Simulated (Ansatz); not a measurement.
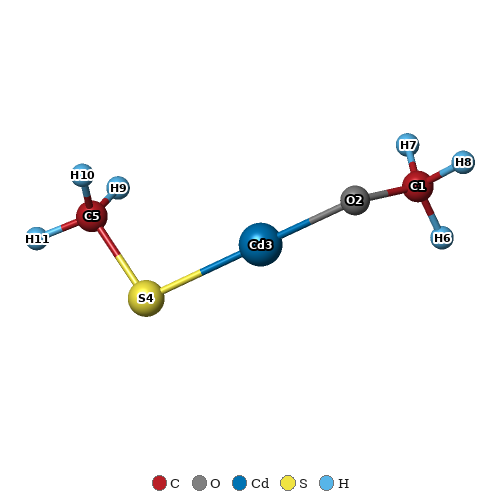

The system is C2H6CdOS, SMILES C[O][Cd][S]C; the picture shows the reference structure. The first coordinate is: dihedral H6–C1–O2–Cd3; the second: dihedral Cd3–S4–C5–H9. Nothing is relaxed (all other coordinates rigid). The grid has 17 × 17 points. Points are written as (first, second). Energies are in meV, from the lowest grid point. Method: Ansatz 0.2.0, RKS PBE-D4/def2-SVP.

Its coordinates:

```xyz
11

C    -0.8042    2.5889   -1.1434
O     0.3318    1.7664   -1.2389
Cd    0.2780   -0.1780   -0.7936
S     0.3970   -2.4832   -0.3621
C     0.7431   -2.5332    1.4476
H    -1.6496    2.2844   -1.8104
H    -1.2224    2.6754   -0.1089
H    -0.5179    3.6221   -1.4525
H    -0.0734   -2.0846    2.0450
H     1.7048   -2.0511    1.7072
H     0.8128   -3.6071    1.7099
```

Range: dihedral H6–C1–O2–Cd3 from −151.0 to 29.0°; dihedral Cd3–S4–C5–H9 from −28.0 to 152.0°.

Predict the map.

The lowest grid point is at (−61.0°, 62.0°). No other kind of well shows on this grid. The highest grid point, (17.8°, 140.8°), lies 118 meV above the lowest. Round the minimum the two coordinates are nearly uncoupled.

| dihedral Cd3–S4–C5–H9 ↓, dihedral H6–C1–O2–Cd3 → | −151.0 | −128.5 | −106.0 | −83.5 | −61.0 | −38.5 | −16.0 | 6.5 | 29.0 |
| --- | --- | --- | --- | --- | --- | --- | --- | --- | --- |
| 152.0 | 116 | 114 | 96 | 71 | 59 | 71 | 96 | 114 | 116 |
| 129.5 | 115 | 114 | 97 | 72 | 59 | 71 | 96 | 114 | 116 |
| 107.0 | 96 | 94 | 77 | 53 | 40 | 52 | 77 | 94 | 97 |
| 84.5 | 68 | 66 | 49 | 24 | 13 | 24 | 49 | 66 | 69 |
| 62.0 | 56 | 54 | 36 | 12 | 0 | 12 | 37 | 54 | 56 |
| 39.5 | 70 | 68 | 51 | 26 | 14 | 26 | 51 | 68 | 70 |
| 17.0 | 98 | 97 | 80 | 54 | 42 | 54 | 79 | 97 | 99 |
| −5.5 | 116 | 114 | 97 | 72 | 60 | 72 | 97 | 114 | 116 |
| −28.0 | 115 | 113 | 95 | 71 | 59 | 71 | 96 | 113 | 115 |

The table holds every second grid line.

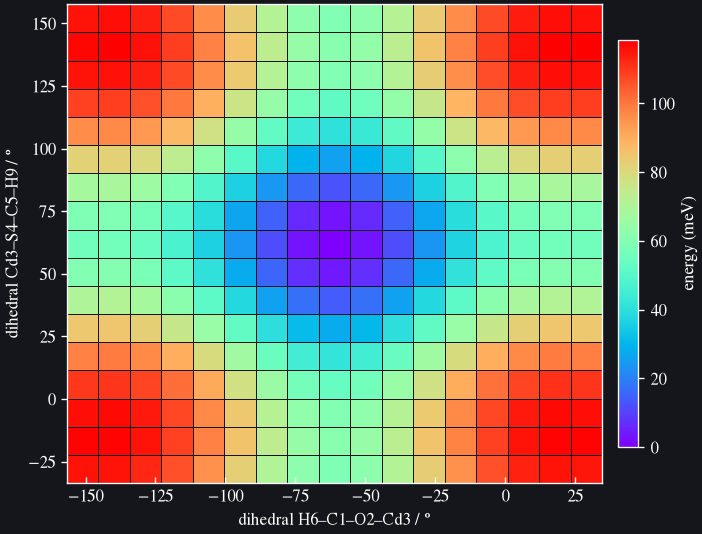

The picture shows one coloured cell a grid point.

Each point was launched as `ansatz run input.yaml --threads 1 --pin off --max-ram 2560MiB --backend cpu --events-out ev --progress --plain --runs-dir out`. Time for the 289 points that were run: 22 min on 1 thread of Arm Neoverse V2, with other jobs on the host.
